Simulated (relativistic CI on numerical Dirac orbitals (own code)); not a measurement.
# Run report: Co⁴⁺, relativistic CI calculation

System: Co⁴⁺.
Method: Dirac-Coulomb-Breit CI, KLI orbitals optimised for each configuration, model QED (radiative potential, 1s self-energy scaled to tabulated hydrogen-like ionisation energies), valence Slater integrals scaled by 0.9, one configuration in a parametric crystal field (relativistic CI on numerical Dirac orbitals, in-house).

## Input
```
atom Co  Z=27  charge=4  electrons=23
nucleus A=59  rms_radius_fm=3.7875
hamiltonian dirac-coulomb  breit=on  qed=on  c_scale=1
orbitals kli  potential=per-configuration
slater_scale 0.9
correlation none
mixing on
configurations
  [Ar] 3d5
end
crystal_field Oh 10Dq=13000
```

The program writes its results to a structured record and prints no log; tables and figures of this report are taken from that record.

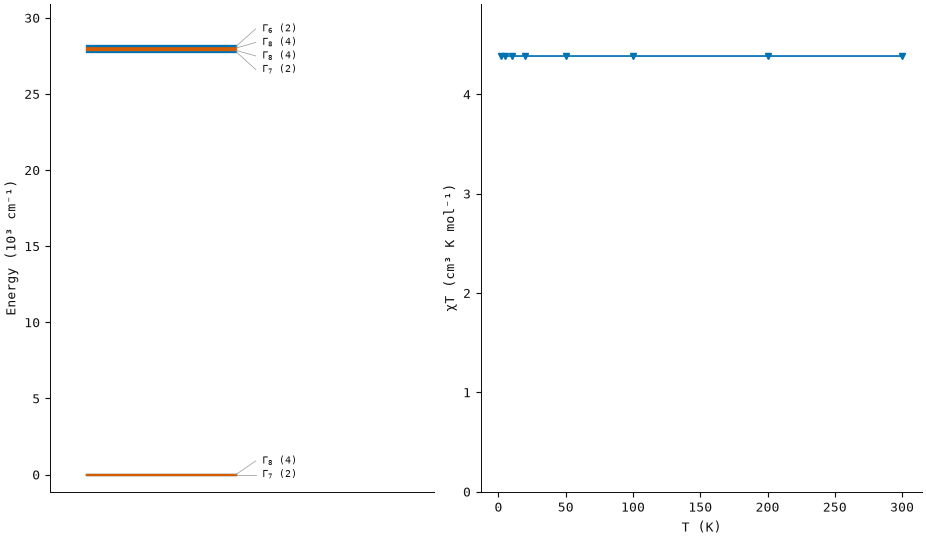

Figure 1. Co⁴⁺ (3d⁵) in a field of Oh symmetry with 10Dq = 13,000 cm⁻¹. Labels give the double-group representation and, in brackets, the degeneracy; the lowest 6 of 84 levels are drawn. One open-shell configuration in a parametric field without covalency; powder susceptibility by Van Vleck's formula. The ground level is Γ₇, a Kramers doublet, with total spin S = 2.50 (from expectation values); its principal g values, for an effective spin of 1/2, are 3.34, 3.34 and 3.34. The next level lies at 0.012 cm⁻¹ (Γ₈). The field lowers the ground state by 4 cm⁻¹ against the free ion. χT is 4.38 cm³ K mol⁻¹ at 2 K, 4.38 at 50 K and 4.38 at 300 K, an effective moment of 5.92 μB at room temperature.

## Summary

```tsv
quantity	value
outcome	converged
levels computed	84
hardware	1 CPU thread, shared host
```
